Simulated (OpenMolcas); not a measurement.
**One shape, several levels: doublet AlNH3OF+**

Aim: a comparison of 6 runs (U-revPBE/cc-pVDZ, UB3LYP/cc-pVDZ, UBLYP/cc-pVDZ, UM06-L/cc-pVDZ, USVWN5/cc-pVDZ, ROCCSD(T)/cc-pVDZ) of doublet AlNH3OF+. 

Program for the calculation: OpenMolcas 26.06.

## Step 1: The molecule

The species is AlNH3OF+ (7 atoms), meant as a doublet with charge +1. As SMILES of the parent species, `[NH2][Al]([OH])[F]`. Geometry: relaxed at PBE0-D4/def2-TZVP. This is one conformer, not always the lowest. That shape belongs to the parent species and isn't relaxed for this state.

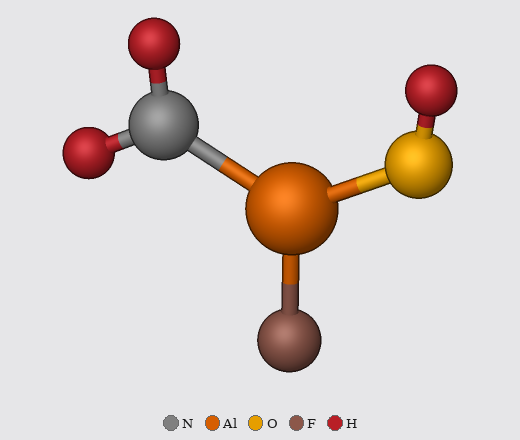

Viewed from a chosen angle; nitrogen grey, aluminium orange, oxygen amber, fluorine brown, hydrogen red.

## Step 2: The energy at U-revPBE/cc-pVDZ (run 1)

File test.input:

```
* AlFH3NO Kohn-Sham DFT

&GATEWAY
  BasLib=$CurrDir
  Coord
  7
  bohr
  N     -1.07676595     1.75139817    -1.00306663
  Al    -0.25190049    -1.19052746     0.28686043
  O      2.58590123    -1.89766297     1.54768570
  F     -2.39163738    -3.44326997     0.27684488
  H     -2.78394453     2.13576847    -1.74818564
  H      0.05593589     3.27357257    -1.10870232
  H      3.97825144    -0.75778018     1.66201413
  Basis=cc-pVDZ
  Group=NoSym

&SEWARD
  GridInput
  Grid=UltraFine
  End of Grid

&SCF
  UHF
  Charge=1
  Spin=2
  KSDFT=revPBE
  Thresholds=1e-10 1e-07 1e-07 1e-05
  PrOrbitals=1 1
```

The basis set cc-pVDZ is read from a file made from the Basis Set Exchange's data (not shown).

On the command line:

```bash
$ export MOLCAS_MEM=1860
$ pymolcas test.input > test.log
```

The program printed:

```text
--- Start Module: gateway ---
[...]
--- Stop Module: gateway /rc=_RC_ALL_IS_WELL_ ---
--- Start Module: seward ---
[...]
      Basis functions           75
--- Stop Module: seward /rc=_RC_ALL_IS_WELL_ ---
[...]
--- Start Module: scf ---
[...]
       Convergence after  27 Iterations
[...]
::    Total KS-DFT energy                            -473.7167091070
[...]
      Total spin, S                                     0.5025477878
[...]
      Total electronic charge=   39.000000
      Total            charge=    1.000000
[...]
      Dipole Moment (debye):
      Origin of the operator (angstrom)=   -0.1654   -0.6610    0.1507
                   X=  1.6515E+00               Y=  7.1752E+00               Z= -1.8297E+00           Total=  7.5867E+00
      Center of Charge (angstrom)
[...]
--- Stop Module: scf /rc=_RC_ALL_IS_WELL_ ---
[...]
```

Wall time 47 s (1 thread of AMD EPYC 7R43 (Zen 3), shared host); peak memory 0.43 GiB.

## Step 3: The energy at UB3LYP/cc-pVDZ (run 2)

File run.inp:

```
* AlFH3NO Kohn-Sham DFT

&GATEWAY
 BasLib
 $CurrDir
 Coord
 7
 angstrom
 N       -0.569800       0.926800      -0.530800
 Al      -0.133300      -0.630000       0.151800
 O        1.368400      -1.004200       0.819000
 F       -1.265600      -1.822100       0.146500
 H       -1.473200       1.130200      -0.925100
 H        0.029600       1.732300      -0.586700
 H        2.105200      -0.401000       0.879500
 Basis
 cc-pVDZ
 Group
 NoSym

&SEWARD
 GridInput
 Grid=UltraFine
 End of Grid

&SCF
 UHF
 Charge
 1
 Spin
 2
 KSDFT
 B3LYP
 Thresholds
 1e-10 1e-07 1e-07 1e-05
 PrOrbitals
 1 2
```

The basis set cc-pVDZ is read from a file made from the Basis Set Exchange's data (not shown).

On the command line:

```bash
$ export MOLCAS_MEM=1860
$ pymolcas run.inp > run.log
```

The program printed:

```text
--- Start Module: gateway ---
[...]
--- Stop Module: gateway /rc=_RC_ALL_IS_WELL_ ---
--- Start Module: seward ---
[...]
      Basis functions           75
--- Stop Module: seward /rc=_RC_ALL_IS_WELL_ ---
[...]
--- Start Module: scf ---
[...]
       Convergence after  28 Iterations
[...]
::    Total KS-DFT energy                            -473.8640658953
[...]
      Total spin, S                                     0.5042505770
[...]
      Total electronic charge=   39.000000
      Total            charge=    1.000000
[...]
      Dipole Moment (debye):
      Origin of the operator (angstrom)=   -0.1654   -0.6610    0.1507
                   X=  1.1883E+00               Y=  7.9890E+00               Z= -2.2713E+00           Total=  8.3902E+00
      Center of Charge (angstrom)
[...]
--- Stop Module: scf /rc=_RC_ALL_IS_WELL_ ---
[...]
```

Wall time 92 s (1 thread of AMD EPYC 7R43 (Zen 3), shared host); peak memory 0.43 GiB.

Runs 3 to 5 aren't shown in full; the table further down has their settings and results.

## Step 4: A single-point energy at ROCCSD(T)/cc-pVDZ (run 6)

File calc.input:

```
* AlFH3NO CCSD(T)
>>> EXPORT MOLCAS_PRINT=2

&GATEWAY
 BasLib=$CurrDir
 Coord
 7
 angstrom
 N       -0.569800       0.926800      -0.530800
 Al      -0.133300      -0.630000       0.151800
 O        1.368400      -1.004200       0.819000
 F       -1.265600      -1.822100       0.146500
 H       -1.473200       1.130200      -0.925100
 H        0.029600       1.732300      -0.586700
 H        2.105200      -0.401000       0.879500
 Basis=cc-pVDZ
 Group=NoSym

&SEWARD

&SCF
 UHF
 Charge=1
 Spin=2
 Thresholds=1e-10 1e-07 1e-07 1e-05
 PrOrbitals=1 2

&RASSCF
 FileOrb=$Project.UnaOrb
 Spin=2
 Nactel=1 0 0
 Inactive=19
 Ras2=1
 OutOrbitals=Canonical
 OrbListing=Nothing

&MOTRA
 JobIph
 Frozen=8

&CCSDT
 CCT
 Triples=3
 Iterations=80
 Accuracy=1e-08
 Extrapolation=5 4
```

The basis set cc-pVDZ is read from a file made from the Basis Set Exchange's data (not shown).

On the command line:

```bash
$ export MOLCAS_MEM=1860
$ pymolcas calc.input > calc.log
```

The program printed:

```text
--- Start Module: gateway ---
[...]
--- Stop Module: gateway /rc=_RC_ALL_IS_WELL_ ---
[...]
      Basis functions           75
[...]
       Convergence after  21 Iterations
[...]
::    Total SCF energy                               -472.2608906231
[...]
      Total spin, S                                     0.5037958583
[...]
      Number of active orbitals                  1
[...]
      Spin quantum number                      0.5
[...]
      Active orbitals                            1
[...]
      Number of CSFs                             1
[...]
      Number of root(s) required                 1
[...]
      Convergence after  7 iterations
[...]
      printout of CI-coefficients larger than  0.05 for root  1
      energy=    -472.256666
      conf/sym  1     Coeff  Weight
             1  u   1.00000 1.00000
      Natural orbitals and occupation numbers for root  1
      sym 1:   1.000000
      ************************************************************************************************************************
      *                                                    Final results                                                     *
[...]
::    RASSCF root number  1 Total energy:   -472.25666640
[...]
      Total electronic charge=   39.000000
      Total            charge=    1.000000
[...]
      Dipole Moment (debye):
      Origin of the operator (angstrom)=   -0.1654   -0.6610    0.1507
                   X= -1.5237E-02               Y=  9.7646E+00               Z= -3.3043E+00           Total=  1.0309E+01
      Center of Charge (angstrom)
[...]
--- Start Module: motra ---
[...]
      *** WARNING: Default frozen orbitals is overwritten by user input.
      *** Default values:   5
[...]
--- Stop Module: motra /rc=_RC_ALL_IS_WELL_ ---
[...]
--- Start Module: ccsdt ---
[...]
      Convergence after                    25  Iterations
      Total energy (diff) :    -472.85160891       0.00000000
[...]
 METHOD                       : CCSD+T(CCSD)+<T3(1)WT1>+<T3(1)UT2> = CCSD(T)
[...]
       CCSD     =      -472.8516089113839
[...]
--- Stop Module: ccsdt /rc=_RC_ALL_IS_WELL_ ---
[...]
```

It took 66 s on 1 thread of AMD EPYC 7R43 (Zen 3), shared host; peak memory 0.42 GiB.

## Step 5: All runs side by side

| run | level | integration grid | frozen core orbitals | energy (Eh) | HOMO energy (eV) | LUMO energy (eV) | ⟨S²⟩ | wall time |
| --- | --- | --- | --- | --- | --- | --- | --- | --- |
| 1 | U-revPBE/cc-pVDZ | UltraFine | – | -473.716709 | -13.83 | -13.44 | 0.755 | 47 s |
| 2 | UB3LYP/cc-pVDZ | UltraFine | – | -473.864066 | -14.62 | -12.95 | 0.759 | 92 s |
| 3 | UBLYP/cc-pVDZ | UltraFine | – | -473.815936 | -13.78 | -13.39 | 0.755 | 50 s |
| 4 | UM06-L/cc-pVDZ | UltraFine | – | -473.822575 | -13.98 | -13.44 | 0.758 | 1.8 min |
| 5 | USVWN5/cc-pVDZ | UltraFine | – | -471.156342 | -14.23 | -13.91 | 0.753 | 55 s |
| 6 | ROCCSD(T)/cc-pVDZ | – | 8 | -472.862892 | – | – | – | 66 s |

## Step 6: What came out

```
             quantity          value
  run 6: total energy  -472.86289 Eh
run 6: (T) correction     -11.28 mEh
```

In words: Totals of different functionals can't be ranked against each other. All runs together took 7 min, the longest 1.8 min.
